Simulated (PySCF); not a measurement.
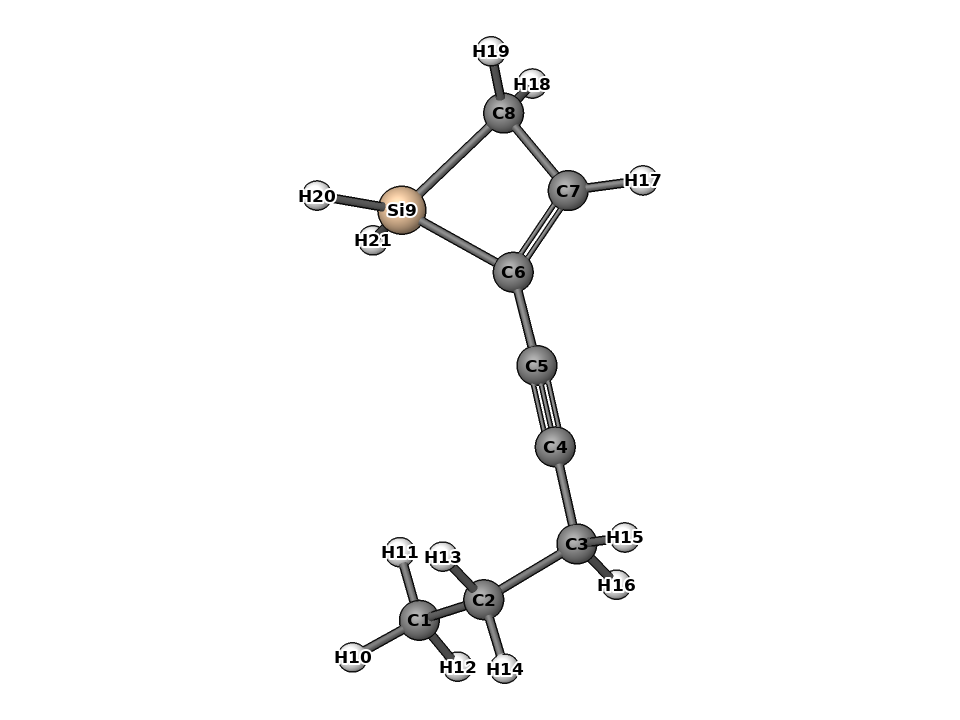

The questions are on IAO charges. The geometry was computed by an optimisation with GFN2-xTB. No frequency run is at hand to confirm it as a minimum. Method: PBE0/pcSseg-1, gas phase (PySCF 2.14.0).

Which atom carries the highest charge (most positive or least negative)?

Si9 (0.76 e).

And the lowest?

C8 (−0.54 e).

List the IAO charges.

```tsv
atom	value (e)
C1	−0.42
C2	−0.24
C3	−0.27
C4	−0.05
C5	−0.07
C6	−0.28
C7	−0.11
C8	−0.54
Si9	0.76
H10	0.14
H11	0.14
H12	0.13
H13	0.14
H14	0.13
H15	0.16
H16	0.16
H17	0.15
H18	0.15
H19	0.15
H20	−0.12
H21	−0.12
```

The geometry is semi-empirical. Around Si such bond lengths and angles can be off by a tenth of an ångström or more and by several degrees, and values that hang on the shape move with them.
